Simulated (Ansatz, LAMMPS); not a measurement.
# Elastic response of amorphous Ge (61 atoms), part 3 of 3

How stiff is amorphous Ge (61 atoms), and how do its levels respond to strain?

Ansatz 0.2.0; Kohn-Sham DFT, PBEsol, PAW (set soft_1), plane waves.

The cell: 61 Ge. The quench rate of 5 K/ps is orders of magnitude faster than experiment. The starting topology of bonds comes from the classical model. Only the Γ point is sampled.

So far. Step 8 (Volume +6 %): The relaxation converged after 3 steps, 0.101 eV below its start, with a largest force component of 0.049 eV/Å. Step 8 (Volume +6 %): Volume +6 %: the energy stands 0.781 eV above that of the reference, at a pressure of -2.78 GPa.

### 9. Volume -10 %

The relaxed cell is scaled to another volume.

Input and log are left out; they have the form of those shown for this kind of step.

It took 2.2 min on 4 threads of Arm Neoverse V2, shared host; peak memory 2 GiB; 8.3 min of CPU time.

The relaxation converged after 7 steps, 0.536 eV below its start, with a largest force component of 0.042 eV/Å.

Volume -10 %: the energy stands 2.84 eV above that of the reference, at a pressure of 6.86 GPa.

### 10. Stretched by 1 % along x

The relaxed cell is strained along x alone, which gives the stiffness along x and its coupling to y and z.

The input, input.yaml:

```yaml
crystal:
  lattice:
    - [11.64148, -0.23354, -0.23041]
    - [-0.23588, 11.12276, 0.19442]
    - [-0.23271, 0.19442, 11.19428]
  atoms:
    [... the 61 atom lines of step 4 ...]
kpoints:
  mp_grid: { grid: [1, 1, 1] }
hamiltonian:
  xc: pbesol
  pseudopotentials: { kind: paw, azcp: { folder: soft_1 }, xc_functional: pbe }
scf:
  occupations: { method: gaussian, width: 0.025 }
output:
  forces: true
  eigenvalues: true
  stress: true
relax:
  f_tol: 0.05
  max_steps: 70
```

The run is started by

```sh
$ ansatz run input.yaml --threads 4 --pin off --max-ram 8192MiB --backend cpu --events-out ev --progress --plain --runs-dir out
```

Numbers of over 12 decimals in the logs are rounded to 6 here.

The log of the run:

```text
[...]
Crystal: 61 atoms, lattice volume = 1447.864 Å³
Basis set: ecut = 420 eV, 28329 PW (Γ), exchange–correlation on 160×150×150 points (8 copies of the dense FFT grid, shifted against one another)
Bands: 513, of which v1, the nominal top of the filled ones, is band 427 counted from 1 (426 counted from 0)
Symmetry: 1 space group operations
[...]
k-points: 1
[...]
SCF iter   1: F=—  HF=-259454.163424 eV  |F-HF|=—  |Δ(HF+E_count)|=         —  Δρ=3.21e-2  dr2=1.64e1  ethr=3.10e-3  ⟨swp⟩=6.0  Hψ=1850  notcnv=0
[...]
SCF iter   9: F=—  HF=-259451.263382 eV  |F-HF|=—  |Δ(HF+E_count)|=   2.06e-4  Δρ=4.17e-5  dr2=1.19e-4  ethr=5.94e-8  ⟨swp⟩=2.0  Hψ=525  notcnv=0  defer=79
SCF iter  10: F=-259451.263430 eV  HF=-259451.263414 eV  |F-HF|=1.65e-5  |Δ(HF+E_count)|=   3.15e-5  Δρ=2.16e-5  dr2=1.21e-5  ethr=7.32e-9  ⟨swp⟩=9.0  Hψ=2194  notcnv=0
SCF 1 converged in 10 iterations: F = -259451.263430 eV  dr2 = 1.21e-5
[...]
relax step   1: F+E_penalty+E_count = -259451.26343014 eV  Δ(F+E_penalty+E_count) = +0.000e0 eV  max|allowed force component| = 1.122e-1 eV/Å  Δτ_max = 0.0000 Å  (10 SCF iters, dr2 threshold 6.25e-5 eV, accepted)
[...]
SCF iter   1: F=—  HF=-259451.278924 eV  |F-HF|=—  |Δ(HF+E_count)|=         —  Δρ=7.83e-4  dr2=4.13e-3  ethr=4.63e-7  ⟨swp⟩=2.0  Hψ=1316  notcnv=0  defer=79
[...]
SCF iter   7: F=—  HF=-259451.277815 eV  |F-HF|=—  |Δ(HF+E_count)|=   1.29e-7  Δρ=2.86e-6  dr2=2.60e-7  ethr=2.82e-10  ⟨swp⟩=2.0  Hψ=515  notcnv=0  defer=79
SCF iter   8: F=-259451.277815 eV  HF=-259451.277815 eV  |F-HF|=1.86e-8  |Δ(HF+E_count)|=   8.01e-8  Δρ=1.30e-6  dr2=5.60e-8  ethr=1.17e-11  ⟨swp⟩=9.0  Hψ=1920  notcnv=0
SCF 2 converged in 8 iterations: F = -259451.277815 eV  dr2 = 5.60e-8
relax step   2: F+E_penalty+E_count = -259451.27781489 eV  Δ(F+E_penalty+E_count) = -1.438e-2 eV  max|allowed force component| = 2.594e-2 eV/Å  Δτ_max = 0.0215 Å  (8 SCF iters, accepted)
SCF converged after 8 iterations
Free energy (F): -259451.277815 eV
[...]
Internal energy: -259451.277815 eV  (E = F + TS)
E sigma→0 (E₀):  -259451.277815 eV
Fermi energy:    7.464203 eV
[...]
Σ components = -259451.277815   (vs F -259451.277815, Δ=0.00e0)
--- Forces (eV/Å), atoms counted from 1 ---
  atom   1  Ge     0.00101736     0.00279494    -0.00281564
  atom   2  Ge    -0.00032699    -0.00505189    -0.00217262
  atom   3  Ge     0.00611529    -0.00087356    -0.01336827
  atom   4  Ge     0.01329045    -0.00935852     0.00058850
[...]
atom  61  Ge    -0.00296943     0.00307297     0.00138230
  max |Σ_I F_I| component: 1.74e-5 eV/Å
--- Stress (GPa, compression-positive) ---
       -0.918240      -0.000197      -0.032170
       -0.000197      -0.394895      -0.039261
       -0.032170      -0.039261      -0.381633
  P = ⅓ Tr σ = -0.5649 GPa (-5.649 kbar)
--- Band table (eV) ---
[...]
--- Relaxed structure (2 steps of the walk, 2 accepted, 0 SCFs on fresh bases) ---
  F+E_penalty+E_count = -259451.27781489 eV   max|allowed force component| = 2.594e-2 eV/Å
  atoms:
    - { symbol: Ge, position: [0.141306, 0.00308221, 0.377442] }
    - { symbol: Ge, position: [0.507863, 0.258092, 0.789101] }
    - { symbol: Ge, position: [0.377049, 0.928860, 0.687904] }
    - { symbol: Ge, position: [0.528919, 0.629627, 0.791305] }
[...]
- { symbol: Ge, position: [0.716727, 0.192990, 0.472494] }
```

It took 43 s on 4 threads of Arm Neoverse V2, shared host; peak memory 2.2 GiB.

The relaxation converged after 2 steps, 0.0144 eV below its start, with a largest force component of 0.026 eV/Å.

Stretched by 1 % along x: the energy stands 0.0377 eV above that of the reference, at a pressure of -0.565 GPa.

### 11. Pressure against volume

Atoms are relaxed at each volume, in the scaled cell.

```tsv
volume change (%)	volume (Å³/atom)	energy change (meV/atom)	pressure (GPa)	largest move on relaxing (Å)	bonds	gap (eV)
-10	21.150	46.60	6.86	0.48	126	0.462
-6	22.090	15.81	3.75	0.19	125	0.428
-3	22.795	3.82	1.79	0.05	123	0.410
+0	23.500	0.00	0.01	-	123	0.393
+3	24.205	3.33	-1.50	0.07	123	0.369
+6	24.910	12.80	-2.78	0.13	123	0.346
```

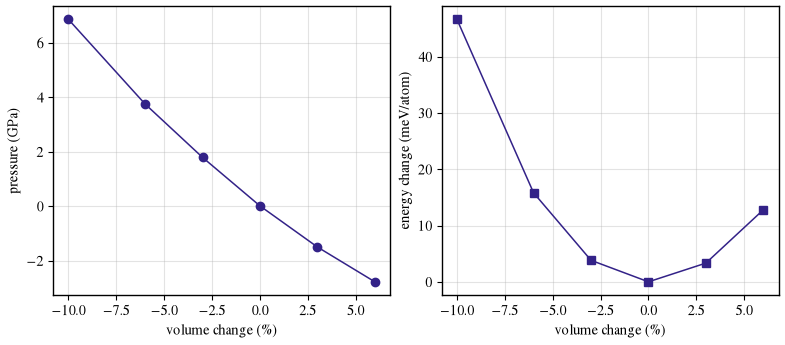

Pressure and energy against volume.

### 12. Uniaxial strain and shear

Stress (GPa, compression positive) less that of the relaxed cell, atoms relaxed:

```tsv
strain	xx	yy	zz	xy	energy change (meV/atom)
stretched by 1 % along x	-0.941	-0.389	-0.394	0.016	0.62
```

### 13. Findings

The bulk modulus, from the slope of pressure against ln V over the three points nearest the relaxed volume, is 54.9 GPa; a quadratic over all points gives a pressure derivative of about 3.8. The count of bonds runs from 123 to 126 over the series, so at some points contacts cross the cutoffs. The gap goes from 0.462 eV at the smallest volume to 0.346 eV at the largest, -0.7 eV per unit of ln V by a straight line, on the run's k-points.

Caveats: Strains are finite and relaxations stop at the force tolerance of the input, which can leave moduli too stiff; they are those of a static cell at zero temperature. Volumes are changed with the cell's shape held, so in an anisotropic solid the modulus lies over the one under free hydrostatic load. The program notes that the SCF threshold of the relaxations is loose for the stress.

The DFT runs together took 11 min of wall time.

[Logs are printed without paths, hosts, clocks, repeated set-up lines and the standing remarks that a program may print on its own settings, such as how far it seeks lower states.]

[Hosts, paths, dates, database ids (printed as entryN), source tags and the programs' standing remarks are cut or masked in the printed files.]
